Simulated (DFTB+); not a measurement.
# Run report: C$_{4}$H$_{6}$O$_{3}$, excited-state calculation

- system: C$_{4}$H$_{6}$O$_{3}$
- method: DFTB2, R-SCC (DFTB+ 25.1)

The geometry: force field.

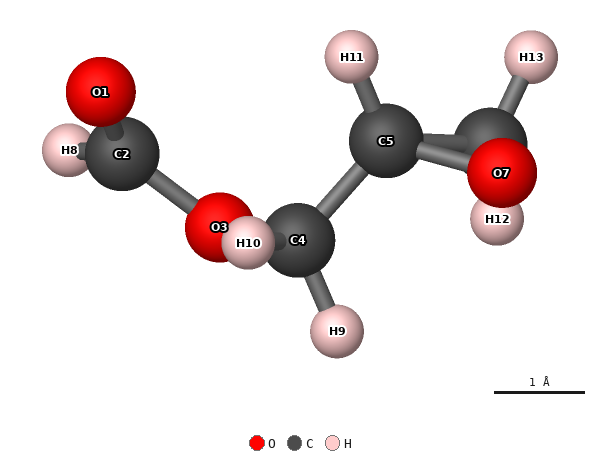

The structure (ball-and-stick view, seen at a tilt; atoms are numbered from 1 in the order of the input). Bond lengths as drawn: C–C 1.49 to 1.50 Å, C–H 1.06 to 1.13 Å and C–O 1.25 to 1.43 Å.

The input (dftb_in.hsd):
```
Geometry = GenFormat {
  <<< "geo.gen"
}
Hamiltonian = DFTB {
  SCC = Yes
  SlaterKosterFiles = Type2FileNames {
    Prefix = "slakos/"
    Separator = ""
    Suffix = ".spl"
    LowerCaseTypeName = Yes
  }
  MaxAngularMomentum = {
    O = "p"
    C = "p"
    H = "s"
  }
  SCCTolerance = 1e-08
}
ExcitedState = {
  Casida = {
    NrOfExcitations = 1
    Symmetry = Singlet
    Diagonaliser = Arpack {}
  }
}
Options = {
  WriteResultsTag = Yes
}
InputVersion = 25.1
```

File geo.gen:
```
13 C
O C H
   1  1     -1.888700     -1.631400      0.916000
   2  2     -1.254800     -1.886900     -0.129200
   3  1     -0.033400     -1.347600     -0.464800
   4  2      0.597700     -0.508800      0.495400
   5  2      0.081500      0.881200      0.367100
   6  2      0.581500      1.742700     -0.753700
   7  1      1.039400      1.896200      0.590400
   8  3     -1.650200     -2.511500     -0.958500
   9  3      1.688200     -0.627700      0.299600
  10  3      0.439600     -0.884800      1.472200
  11  3     -0.900600      1.030700      0.748600
  12  3      1.280500      1.320400     -1.500500
  13  3     -0.095200      2.566200     -1.117400
```

Launched with:
```bash
dftb+ > run.log
```

Log:
```
|  DFTB+ development version (commit: a23bfb2)

Reading input file 'dftb_in.hsd'
Parser version: 14

--------------------------------------------------------------------------------
Reading SK-files:
./slakos/oo.spl
./slakos/oc.spl
./slakos/oh.spl
./slakos/cc.spl
./slakos/ch.spl
./slakos/hh.spl
Done.

Processed input in HSD format written to 'dftb_pin.hsd'

Starting initialization...
--------------------------------------------------------------------------------
OpenMP threads:              1
Chosen random seed:          1005095467
Current stacksize:           unlimited
Mode:                        Static calculation
Self consistent charges:     Yes
SCC-tolerance:                 0.100000E-07
Max. scc iterations:                    100
Shell resolved Hubbard:      No
Spin polarisation:           No
Nr. of up electrons:            20.000000
Nr. of down electrons:          20.000000
Periodic boundaries:         No
Electronic solver:           Relatively robust
Casida solver:               Arpack
Mixer:                       Broyden mixer
Mixing parameter:                  0.200000
Nr. of chrg. vec. in memory:            100
Max. SCC-cycles:                        100
Electronic temperature:              0.100000E-07 H      0.272114E-06 eV
Initial charges:             Set automatically (system chrg:   0.000E+00)
Included shells:             O:  s, p
                             C:  s, p
                             H:  s
Extra options:
                             Mulliken analysis

--------------------------------------------------------------------------------

***  Geometry step: 0

 iSCC Total electronic   Diff electronic      SCC error
    1   -0.19380456E+02    0.00000000E+00    0.81260538E+00
    2   -0.19418908E+02   -0.19380456E+02    0.52680823E+00
    3   -0.19442184E+02   -0.38451934E-01    0.98175286E-01
    4   -0.19442230E+02   -0.23276430E-01    0.12426603E+00
    5   -0.19443648E+02   -0.46038542E-04    0.36470253E-01
    6   -0.19443770E+02   -0.14175526E-02    0.28050847E-02
    7   -0.19443768E+02   -0.12237668E-03    0.58261790E-02
    8   -0.19443772E+02    0.22428868E-05    0.69109161E-03
    9   -0.19443772E+02   -0.38938885E-05    0.43486739E-03
   10   -0.19443772E+02   -0.27416963E-07    0.10120444E-03
   11   -0.19443772E+02   -0.18443199E-07    0.47844464E-05
   12   -0.19443772E+02   -0.10589716E-08    0.36685469E-05
   13   -0.19443772E+02   -0.15347723E-11    0.16125049E-06
   14   -0.19443772E+02   -0.14956925E-11    0.19834378E-06
   15   -0.19443772E+02    0.10658141E-13    0.43665423E-08
ERROR!
-> Maximum number of iterations reached. Increase the number of excited states to solve for (NrOfExcitations).
ERROR STOP
```

Outcome:

```csv
quantity,value
outcome,refused by the program
hardware,"1 thread of Intel Xeon (Granite Rapids), 128 GiB of memory available, shared host"
```

What went wrong:

Settings chosen away from the usual ones: roots. The program refused the input.
